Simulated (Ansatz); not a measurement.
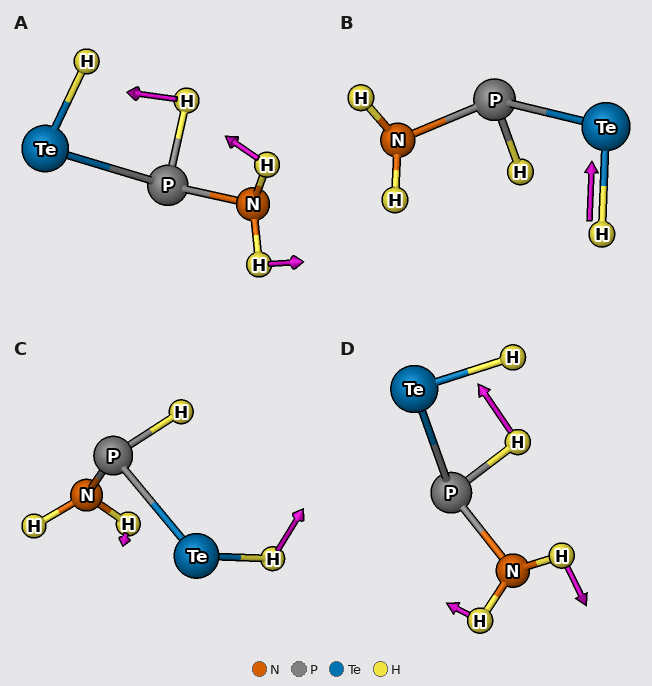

4 normal modes of one molecule or complex, as arrows. Harmonic vibrations computed with RKS PBE0-D4/def2-TZVP, core potentials on Te (Ansatz 0.2.0) at a stationary point of the same level.

> Match the panels to the wavenumbers 210 cm⁻¹, 904 cm⁻¹, 1072 cm⁻¹, 2128 cm⁻¹.

A: 1072 cm⁻¹, angle bending
B: 2128 cm⁻¹, Te–H stretching
C: 210 cm⁻¹, a torsion or out-of-plane motion in which bond lengths and bond angles hardly change
D: 904 cm⁻¹, angle bending
